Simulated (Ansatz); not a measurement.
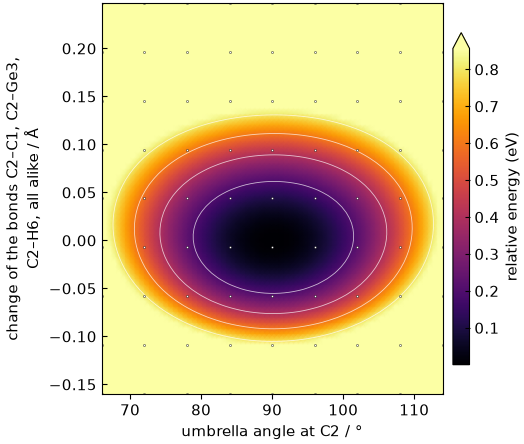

C₂H₅GeO, SMILES [CH]=[CH][GeH2][OH], spin multiplicity 2. Coordinates scanned: (1) umbrella angle at C2 (between each of its bonds and their common axis; 90 is planar); (2) change of the bonds C2–C1, C2–Ge3, C2–H6, all alike. Nothing is relaxed (all other coordinates rigid). Grid: 9 × 9 points. Points are written as (first, second). Energies are in eV, from the relaxed molecule at the same level. Method: UKS B3LYP-D4/def2-TZVP in Ansatz.

Drawn: a smooth colour map with a few white contour lines, dots at the grid points, one colour for all values above the top of the scale. Between grid points the surface is interpolated.

**Where is the minimum, and how stiff is the well along each coordinate?**

The interpolated minimum is at the first coordinate ≈ 90.2°, the second coordinate ≈ 0.000 Å. The curvatures there are about 10 eV/rad² and 118 eV/Å², with a cross term of about 0 eV/(rad·Å). Round the minimum the two coordinates are nearly uncoupled.
